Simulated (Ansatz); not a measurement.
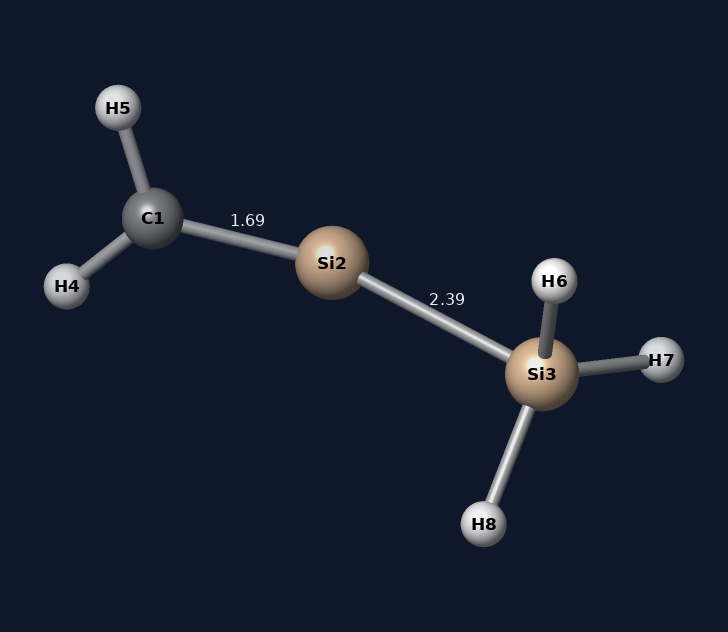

Bond lengths are marked in Å; every bond is drawn as one stick. State: charge +1, singlet. Computed geometry: PBE0-D4/def2-TZVP optimisation. No frequency run is at hand to confirm it as a minimum.

Assign a bond order to each marked bond.

Answer. C1–Si2 double; Si2–Si3 single. This is one Lewis structure.

Write the SMILES.

Answer. C=[Si+][SiH3]
